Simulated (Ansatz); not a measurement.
Consider WCl2 (1T sheet).

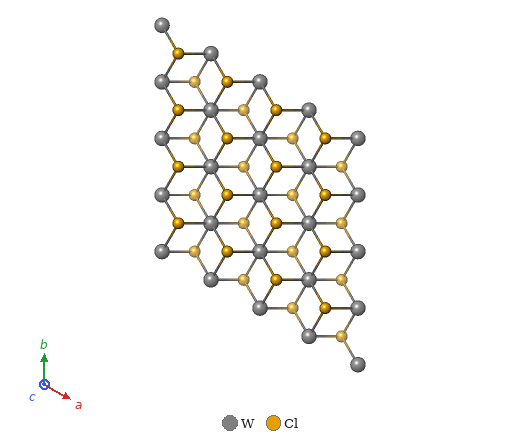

The structure (tungsten grey, chlorine orange). 4×4×1 cells are drawn. Some periodic images of atoms are drawn too.

The cell holds 3 atoms: 1 W and 2 Cl. Its edges and angles: a = 3.069 Å, b = 3.069 Å, c = 30.112 Å, α = 90.0°, β = 90.0°, γ = 120.0°. Vacuum lies along c.

```xyz
3
Lattice="0.0000 2.1701 2.1701 2.1701 -2.1701 0.0000 17.3850 17.3850 -17.3850" Properties=species:S:1:pos:R:3
W     5.5298    5.5298   -5.5298
Cl    7.9739    5.8038   -5.8038
Cl    5.2559    5.2559   -3.0857
```

The structure was relaxed with PBEsol. The structure was generated from a model, not taken from a measurement. The runs that relaxed it are not among those shown. The program's search for lower electronic states was switched off, so nothing shows that the state found is the lowest. Spin-orbit coupling is left out unless a run names it. PAW set soft_2, made with PBE.

A constrained-RPA run (Ansatz 0.2.0; non-magnetic PBEsol; W d, bands v2 to c3, 6×6×1 mesh, medium accuracy) builds 5 functions on bands 6.5 eV wide, with 4.0 electrons in the window. The bare on-site interaction is 9.9 eV and the bare J 0.33 eV.

Q: Estimate U, U′ and J.

On the W d shell, U = 3.45 eV (35 % of the bare value), U′ = 2.93 eV, J = 0.23 eV.

The parent state is non-magnetic and the interaction static (zero frequency); U depends on the window and the orbitals, so it belongs to this model alone. Spin-orbit coupling, which is strong for atoms this heavy, is left out.

[Paths, hosts, dates, memory and timing lines, banners, echoed tables and standing remarks are left out of the program output.]

[Logs are printed without paths, hosts, clocks, repeated set-up lines and the standing remarks that a program may print on its own settings, such as how far it seeks lower states.]

[Runs of the session that timed out or met a known fault of the program may be left out.]

[Hosts, paths, dates, database ids (printed as entryN), source tags and the programs' standing remarks are cut or masked in the printed files.]
